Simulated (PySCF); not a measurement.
BiF (charge −1, doublet)

```xyz
2

Bi    0.0000    0.0000   -0.1793
F     0.0000    0.0000    1.9717
```

Core potentials replace the inner electrons of Bi.

The calculation used PBE0/aug-cc-pVDZ(-PP), non-relativistic Hamiltonian with scalar-relativistic core potentials where named, at a bond length of 2.151 Å (PySCF).

Predict the electron density, electron localisation function and spin density between the atoms.

Answer. Bi–F (2.15 Å): the density is about 0.57 e/Å³ at the midpoint; the ELF is about 0.15 at the midpoint.
The unpaired spin (1 electron) lies mostly on Bi1 (about 1.0), in electrons by Hirshfeld's partition.

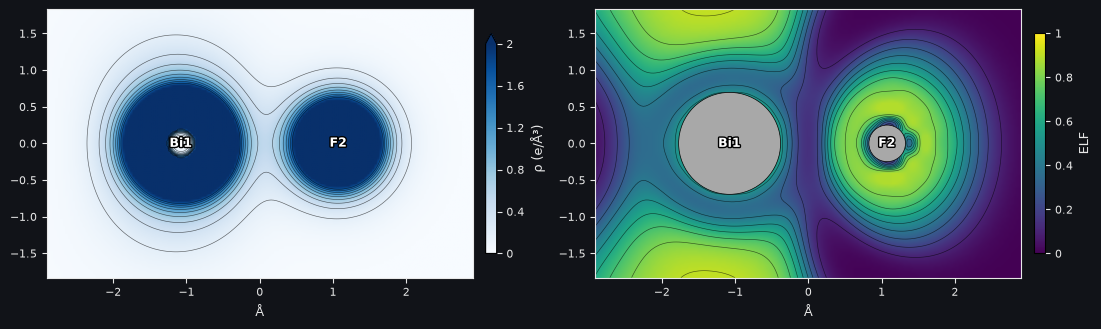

Computed electron density and electron localisation function on a plane that holds the molecular axis, in this order. Grey discs cover the atomic cores in the ELF map. 
